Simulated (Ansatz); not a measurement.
# Sn wire along [111], 74 atoms a period, H-terminated: bands by functional, part 2 of 2

Aim: is the Sn wire along [111], 74 atoms a period, H-terminated a metal or a semiconductor?

Ansatz 0.2.0; DFT PBE, plane waves, PAW; relaxation of a wire's period; PAW set soft_1 (the session's first sound run).

So far, band gap on the path through both edges (eV): step 3 (the wire at its relaxed period) 0.599.

## (4) Levels at the same atoms, cutoff 500 eV, k-mesh 1×1×6

This step: DFT r2SCAN, plane waves, PAW; bands of a perfect wire at the PBE geometry; PAW set soft_1 (Ansatz 0.2.0).

The atoms stay at the PBE geometry and the functional changes. r2SCAN also reads the kinetic-energy density; it often gives larger moments and wider gaps than PBE, at a higher cost. Against the first PBE run of this kind, the cutoff is 500 eV against 420 and the mesh along the wire has 6 points against 7.

The input, input.yaml:

```yaml
crystal:
  lattice:
    - [23.765, 0.0, 0.0]
    - [0.0, 26.389, 0.0]
    - [0.0, 0.0, 11.5057130487]
  atoms:
    - { symbol: Sn, position: [0.205360226, 0.346808191, 0.001086616] }
    - { symbol: Sn, position: [0.20517233, 0.653290235, 0.002297268] }
    - { symbol: Sn, position: [0.302853158, 0.499930857, 3.7958e-05] }
    - { symbol: Sn, position: [0.401486243, 0.65378485, 3.7172e-05] }
    - { symbol: Sn, position: [0.499989866, 0.806380886, 0.001086463] }
    - { symbol: Sn, position: [0.499989866, 0.49999994, 0.999859854] }
    - { symbol: Sn, position: [0.598493488, 0.65378485, 3.7172e-05] }
    - { symbol: Sn, position: [0.20517233, 0.346709765, 0.247702732] }
    - { symbol: Sn, position: [0.205360226, 0.653191809, 0.248913384] }
    - { symbol: Sn, position: [0.302853158, 0.500069143, 0.249962042] }
    - { symbol: Sn, position: [0.401486243, 0.34621515, 0.249962828] }
    - { symbol: Sn, position: [0.401355631, 0.653717365, 0.24996224] }
    - { symbol: Sn, position: [0.499989866, 0.193619114, 0.248913537] }
    - { symbol: Sn, position: [0.499989866, 0.80658115, 0.247703077] }
    - { symbol: Sn, position: [0.499989866, 0.50000006, 0.250140146] }
    - { symbol: Sn, position: [0.598493488, 0.34621515, 0.249962828] }
    - { symbol: Sn, position: [0.5986241, 0.653717365, 0.24996224] }
    - { symbol: Sn, position: [0.697126573, 0.500069143, 0.249962042] }
    - { symbol: Sn, position: [0.794807402, 0.346709765, 0.247702732] }
    - { symbol: Sn, position: [0.794619505, 0.653191809, 0.248913384] }
    - { symbol: H, position: [0.146092708, 0.478807723, 0.283822208] }
    - { symbol: H, position: [0.302666299, 0.234583122, 0.283817882] }
    - { symbol: H, position: [0.343416241, 0.786604644, 0.283815761] }
    - { symbol: H, position: [0.656563491, 0.786604644, 0.283815761] }
    - { symbol: H, position: [0.697313433, 0.234583122, 0.283817882] }
    - { symbol: H, position: [0.853887024, 0.478807723, 0.283822208] }
    - { symbol: H, position: [0.145473452, 0.315675002, 0.299165032] }
    - { symbol: H, position: [0.145190899, 0.623674775, 0.300679568] }
    - { symbol: H, position: [0.203662502, 0.714877385, 0.300682235] }
    - { symbol: H, position: [0.441520422, 0.161450833, 0.300685859] }
[... 80 atom lines left out ...]
    - { symbol: Sn, position: [0.401355631, 0.346282635, 3.776e-05] }
    - { symbol: Sn, position: [0.499989866, 0.19341885, 0.002296923] }
    - { symbol: Sn, position: [0.5986241, 0.346282635, 3.776e-05] }
    - { symbol: Sn, position: [0.697126573, 0.499930857, 3.7958e-05] }
    - { symbol: Sn, position: [0.794619505, 0.346808191, 0.001086616] }
    - { symbol: Sn, position: [0.794807402, 0.653290235, 0.002297268] }
kpoints:
  mp_grid: { grid: [1, 1, 6] }
  band_path: { path: ["Γ", Z], npoints: 90 }
scf:
  occupations: { method: fermi_dirac, width: 0.05 }
hamiltonian:
  xc: r2scan
  pseudopotentials: { kind: paw, azcp: { folder: soft_1 } }
```

Run with:

```
ansatz run input.yaml --threads 16 --pin off --max-ram 61440MiB --backend cuda --events-out ev --progress --plain --runs-dir out --max-vram 78GiB
```

Numbers of over 12 decimals in the logs are rounded to 6 here.

Output:

```text
[...]
Crystal: 116 atoms, lattice volume = 7215.631 Å³
Basis set: ecut = 500 eV, 183083 PW (Γ), exchange–correlation on 720×800×360 points (64 copies of the dense FFT grid, shifted against one another)
Bands: 655, of which v1, the nominal top of the filled ones, is band 539 counted from 1 (538 counted from 0)
Symmetry: 4 space group operations
[...]
k-points: 4 of 6
[...]
SCF iter   1: F=—  HF=-447520.173592 eV  |F-HF|=—  |Δ(HF+E_count)|=         —  Δρ=2.41e-2  dr2=4.35e1  dr2_τ=3.55e-1  ethr=3.10e-3  ⟨swp⟩=6.5  Hψ=13231  notcnv=0  defer=133
[...]
SCF iter   6: F=—  HF=-447514.218718 eV  |F-HF|=—  |Δ(HF+E_count)|=   4.20e-2  Δρ=2.44e-4  dr2=4.29e-3  dr2_τ=9.15e-5  ethr=3.52e-6  ⟨swp⟩=2.0  Hψ=3009  notcnv=0  defer=346
[...]
SCF iter  11: F=—  HF=-447514.235132 eV  |F-HF|=—  |Δ(HF+E_count)|=   5.36e-6  Δρ=1.99e-6  dr2=1.67e-6  dr2_τ=7.90e-9  ethr=5.48e-10  ⟨swp⟩=2.2  Hψ=2829  notcnv=0  defer=346
[...]
SCF iter  13: F=-447514.235133 eV  HF=-447514.235133 eV  |F-HF|=3.77e-8  |Δ(HF+E_count)|=   3.59e-7  Δρ=3.84e-7  dr2=6.24e-8  dr2_τ=2.68e-10  ethr=9.28e-12  ⟨swp⟩=17.5  Hψ=11535  notcnv=0
SCF 1 converged in 13 iterations: F = -447514.235133 eV  dr2 = 6.24e-8
[...]
the band table was solved once the SCF had ended and its energy, with any forces and stress, was formed, with the checks that follow a solve (10586 applications of the Hamiltonian). They found nothing against the state; the energy, forces and stress were not computed again (output.eigenvalues in the input reference)
[...]
SCF converged after 13 iterations
[...]
```

Wall time 1.8 min (1 × NVIDIA GB200 with 16 threads of Arm Neoverse V2, shared host); peak memory 11 GiB; 5 min of CPU time.

Numbers from this step:

| Item | Value |
| --- | --- |
| band gap on the path through both edges | 0.8712 eV |

The electronic bands at the labelled points (eV, zero at the Fermi level; v1 is the highest filled band, c1 the lowest empty one):

```csv
point,v4,v3,v2,v1,c1,c2,c3,c4
Γ,-0.97,-0.84,-0.84,-0.43,0.44,1.06,1.06,1.15
Z,-1.05,-1.05,-1.05,-1.05,0.68,0.68,0.70,0.99
```

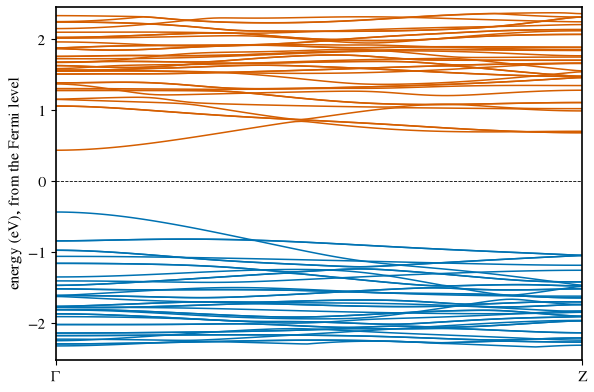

Electronic bands along the path; lines of filled and empty bands in two colours.

The gap is 0.871 eV, against 0.599 eV under PBE at the relaxed period.

## (5) Results

```
cell length, PBE : 11.51 Å
gap, PBE         : 0.599 eV
gap, r2SCAN      : 0.871 eV
```

**Reading.** Under PBE the cell's length is 11.51 Å, and a gap of 0.60 eV makes it a semiconductor. At the relaxed period the wire is gapped under every functional, from 0.60 eV (PBE) to 0.87 eV (r2SCAN). Weak screening in one dimension makes quasiparticle gaps larger than the semilocal gaps, as a rule.

[Logs are printed without paths, hosts, clocks, repeated set-up lines and the standing remarks that a program may print on its own settings, such as how far it seeks lower states.]

[Hosts, paths, dates, database ids (printed as entryN), source tags and the programs' standing remarks are cut or masked in the printed files.]
